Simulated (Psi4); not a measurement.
# C2H4B (SMILES B[C]=C) at UB3LYP/cc-pVDZ-DK (sfX2C, sweep point 1)

What is the vertical ionisation energy of C2H4B at UB3LYP/cc-pVDZ-DK (sfX2C, sweep point 1)? 

The results are computed with Psi4 1.11.

### 1 The system as given

C2H4B has 7 atoms, charge 0, and is taken as a doublet. SMILES: `B[C]=C`. Geometry: relaxed at GFN2-xTB.

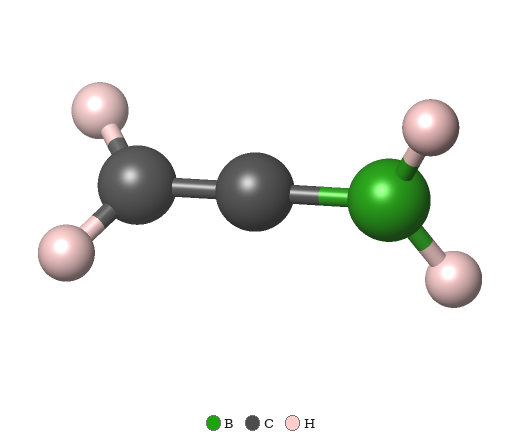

Viewed from a chosen angle; boron green, carbon dark grey, hydrogen pink.

### 2 A single-point energy at UB3LYP/cc-pVDZ-DK (sfX2C, sweep point 1)

job.dat

```
memory 1600 MB

molecule {
  0 2
  B     -2.03302406     0.80381390    -1.46223228
  C      0.10771439    -0.03868269     0.07471977
  C      1.98751945    -0.78495444     1.42988017
  H     -3.89731447    -0.39274178    -1.49721111
  H     -1.86924149     2.66712166    -2.64954720
  H      3.15302694    -2.39651288     0.93596245
  H      2.55131924     0.14193733     3.16842820
  units au
  symmetry c1
}

set reference uks
set puream true
set scf_type pk
set dft_radial_points 99
set dft_spherical_points 590
set maxiter 150
set relativistic x2c

energy('b3lyp/cc-pVDZ-DK')
```

Command:

```sh
psi4 -n 1 job.dat job.out
```

job.out:

```text
[...]
  Running in c1 symmetry.
[...]
  Nuclear repulsion =   51.996406161948947
[...]
  Multiplicity = 2
[...]
  Nalpha       = 11
  Nbeta        = 10
[...]
    Number of basis functions: 62
[...]
    WARNING: The X2C and Dirac Hamiltonians have substatially different eigenvalues!
             This is probably caused by the recontraction of the basis set.
[...]
   @UKS iter   1:  -103.22600225071440   -5.12914e-01   8.35132e-03 DIIS/ADIIS
[...]
   @UKS iter  10:  -103.41035836956867   -4.28858e-08   5.14181e-07 DIIS
[...]
   @S^2 Observed:                7.539260959E-01
[...]
    Orbital Energies [Eh]
    ---------------------
    Alpha Occupied:
       1A    -10.225747     2A    -10.208477     3A     -6.753132
       4A     -0.791578     5A     -0.611267     6A     -0.503437
       7A     -0.463423     8A     -0.396397     9A     -0.372554
      10A     -0.287358    11A     -0.247933
    Alpha Virtual:
      12A     -0.025194    13A      0.015168    14A      0.076215
      15A      0.141611    16A      0.142791    17A      0.158494
      18A      0.240926    19A      0.254130    20A      0.283633
      21A      0.303328    22A      0.317675    23A      0.361135
      24A      0.503544    25A      0.510549    26A      0.521168
[...]
  @UKS Final Energy:  -103.41035836956867
   => Energetics <=
    Nuclear Repulsion Energy =             51.9964061619489470
    One-Electron Energy =                -239.9012981455514648
    Two-Electron Energy =                  97.7312855192331540
    DFT Exchange-Correlation Energy =     -13.2367519051993128
    Empirical Dispersion Energy =           0.0000000000000000
    VV10 Nonlocal Energy =                  0.0000000000000000
    Total Energy =                       -103.4103583695686694
[...]
 Multipole Moments:
 ------------------------------------------------------------------------------------
     Multipole            Electronic (a.u.)      Nuclear  (a.u.)        Total (a.u.)
 ------------------------------------------------------------------------------------
 L = 1.  Multiply by 2.5417464519 to convert [e a0] to [Debye]
 Dipole X            :         -0.4246094            0.8928541            0.4682447
 Dipole Y            :          0.1723492           -0.3573804           -0.1850312
 Dipole Z            :         -0.3072080            0.6443451            0.3371371
 Magnitude           :                                                    0.6059299
[...]
```

Wall time 17 s (1 thread of AMD EPYC 7R43 (Zen 3), shared host); peak memory 0.91 GiB.

### 3 The singlet cation

c2h4b.inp

```
memory 1600 mb

molecule geom {
  1 1
  B     -2.03302406     0.80381390    -1.46223228
  C      0.10771439    -0.03868269     0.07471977
  C      1.98751945    -0.78495444     1.42988017
  H     -3.89731447    -0.39274178    -1.49721111
  H     -1.86924149     2.66712166    -2.64954720
  H      3.15302694    -2.39651288     0.93596245
  H      2.55131924     0.14193733     3.16842820
  units au
  symmetry c1
}

set reference rks
set puream true
set scf_type pk
set dft_radial_points 99
set dft_spherical_points 590
set relativistic x2c

energy_value = energy('b3lyp/cc-pVDZ-DK')
```

Command:

```sh
psi4 c2h4b.inp c2h4b.out -n 1
```

c2h4b.out:

```text
[...]
  Running in c1 symmetry.
[...]
  Nuclear repulsion =   51.996406161948947
[...]
  Multiplicity = 1
[...]
  Nalpha       = 10
  Nbeta        = 10
[...]
    Number of basis functions: 62
[...]
    WARNING: The X2C and Dirac Hamiltonians have substatially different eigenvalues!
             This is probably caused by the recontraction of the basis set.
[...]
   @RKS iter   1:  -102.98741420037373   -2.74326e-01   5.91633e-03 DIIS/ADIIS
[...]
   @RKS iter   9:  -103.06703398809928   -2.06813e-08   4.37045e-07 DIIS
[...]
    Orbital Energies [Eh]
    ---------------------
    Doubly Occupied:
       1A    -10.550856     2A    -10.490958     3A     -7.030278
       4A     -1.072685     5A     -0.884081     6A     -0.770712
       7A     -0.722333     8A     -0.649133     9A     -0.628908
      10A     -0.549228
[...]
  @RKS Final Energy:  -103.06703398809928
   => Energetics <=
    Nuclear Repulsion Energy =             51.9964061619489470
    One-Electron Energy =                -234.0813786935637495
    Two-Electron Energy =                  91.9927019537702080
    DFT Exchange-Correlation Energy =     -12.9747634102546918
    Empirical Dispersion Energy =           0.0000000000000000
    VV10 Nonlocal Energy =                  0.0000000000000000
    Total Energy =                       -103.0670339880992827
[...]
 Multipole Moments:
 ------------------------------------------------------------------------------------
     Multipole            Electronic (a.u.)      Nuclear  (a.u.)        Total (a.u.)
 ------------------------------------------------------------------------------------
 L = 1.  Multiply by 2.5417464519 to convert [e a0] to [Debye]
 Dipole X            :         -0.4769713            0.8928541            0.4158828
 Dipole Y            :          0.1925289           -0.3573804           -0.1648515
 Dipole Z            :         -0.3441151            0.6443451            0.3002300
 Magnitude           :                                                    0.5387695
[...]
```

Wall time 9.9 s (1 thread of AMD EPYC 7R43 (Zen 3), shared host); peak memory 0.93 GiB.

### 4 What came out

Level: UB3LYP/cc-pVDZ-DK (sfX2C, sweep point 1).

| quantity | value |
| --- | --- |
| doublet C2H4B: total energy | -103.41036 Eh |
| doublet C2H4B: dipole moment | 1.54 D |
| doublet C2H4B: HOMO energy (highest over α and β) | -6.75 eV |
| doublet C2H4B: LUMO energy (lowest over α and β) | -3.71 eV |
| doublet C2H4B: ⟨S²⟩ | 0.754 |
| singlet cation: total energy | -103.06703 Eh |
| singlet cation: HOMO energy | -14.95 eV |
| singlet cation: LUMO energy | -11.89 eV |
| singlet cation: HOMO–LUMO gap | 3.06 eV |
| vertical ionisation energy (to the singlet cation) | 9.342 eV |

**Reading.** Removing an electron at fixed nuclei costs 9.34 eV (901 kJ/mol). Only the singlet of the ionised species was computed; a triplet could lie lower.
